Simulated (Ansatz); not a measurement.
**Br2F2H2In2 (SMILES [F][InH-]1[Br+][InH-]([F])[Br+]1): density, localisation and related maps**

The calculation's input:

```
crystal:
  periodic: [false, false, false]
  atoms:
    - {symbol: F, position_ang: [1.349509, 2.493161, -1.039563]}
    - {symbol: In, position_ang: [-0.064907, 1.227272, -1.413573]}
    - {symbol: Br, position_ang: [1.149801, -1.106931, -1.020437]}
    - {symbol: In, position_ang: [-0.103879, -1.329192, 1.315696]}
    - {symbol: F, position_ang: [1.297967, -0.893341, 2.575771]}
    - {symbol: Br, position_ang: [-1.280580, 1.027977, 0.944613]}
    - {symbol: H, position_ang: [-1.145007, 1.194438, -2.713795]}
    - {symbol: H, position_ang: [-1.202904, -2.613384, 1.351307]}
basis:
  gaussian: {orbitals: def2-TZVPP}
hamiltonian: {xc: pbe0, dispersion: d4}
output: {orbitals: {seedname: orbitals}}
```

Run with:

```sh
ansatz run in.yaml --threads 4 --pin off --events-out ev --progress --plain --max-ram 10444MiB
```

Geometry: PBE0-D4/def2-TZVP; core potentials replace the inner electrons of In.

Method: Ansatz, RKS PBE0-D4/def2-TZVPP.

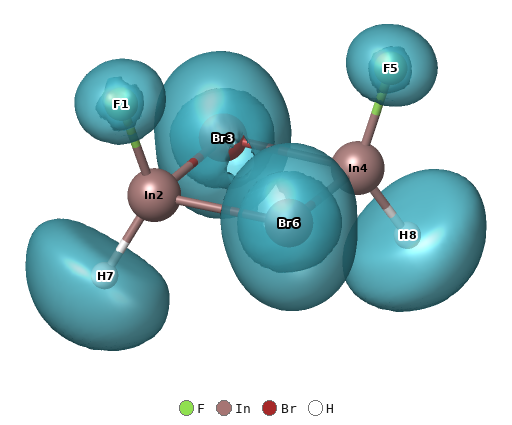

Figure 1. Isosurface of the electron localisation function at 0.75 (cyan), seen at an oblique angle. Core shells and regions of very low density are left out.

**What do the ELF domains correspond to?**

The surface consists of two regions around hydrogen nuclei, two regions wrapped around Br (the valence shell of each) and two regions wrapped around F (the valence shell of each).


In–F (1.93 Å): the ELF peaks at about 0.80 in the valence shell of F, 0.5 Å from its nucleus, and drops to about 0.15 between the two atoms. In–Br (2.66 Å): the ELF peaks at about 0.80 in the valence shell of Br, 1.0 Å from its nucleus, and drops to about 0.15 between the two atoms.

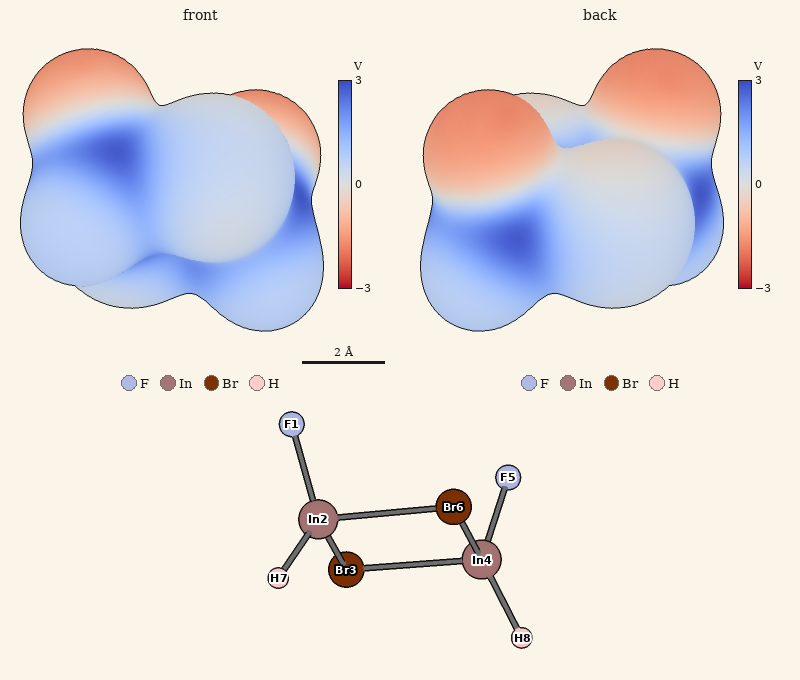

Figure 2. The molecular electrostatic potential painted on the density surface at 0.002 e/bohr³, seen from the front and from behind; the colour scale runs from red (negative) to blue (positive). The bare structure is drawn below in the same view.

**Which sites attract a positive test charge, and which a negative one?**

A positive charge is drawn to the negative regions and a negative charge to the positive ones. The most negative region (about −1.7 V, or −39 kcal/mol for a unit charge) lies over F1 and F5, the most positive (about +2.7 V, or +62 kcal/mol for a unit charge) over In2 and In4.

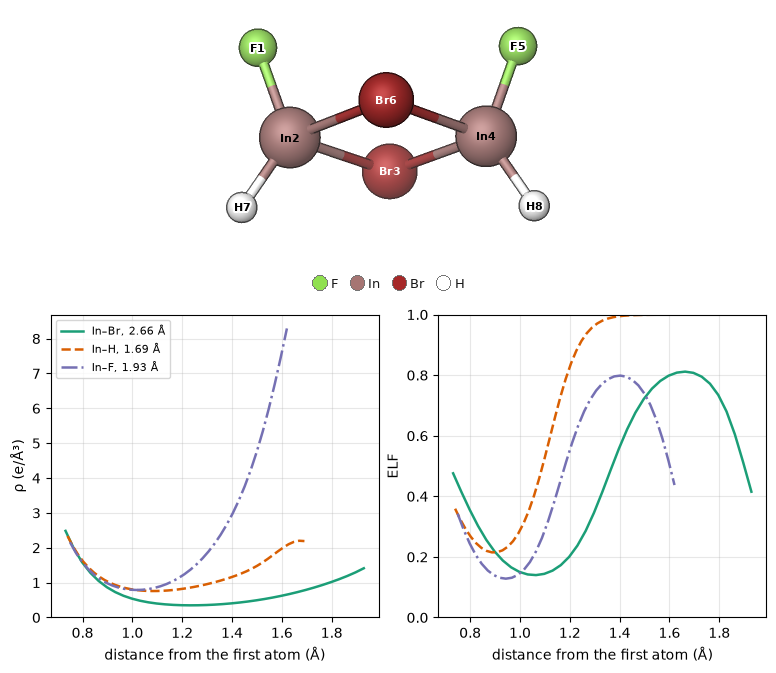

Figure 3. Electron density and electron localisation function along straight lines between neighbouring atoms. The curves leave out the atomic cores. The structure is drawn too.

**What can be read from the curves?**

In–Br (2.66 Å): the density is about 0.37 e/Å³ at the midpoint; the ELF peaks at about 0.80 in the valence shell of Br, 1.0 Å from its nucleus, and drops to about 0.15 between the two atoms.
In–H (1.69 Å): ρ is about 1.3 e/Å³ halfway; the ELF climbs to about 1 towards the hydrogen.
In–F (1.93 Å): ρ at the midpoint is about 0.82 e/Å³; the ELF peaks at about 0.80 in the valence shell of F, 0.5 Å from its nucleus, and drops to about 0.15 between the two atoms.
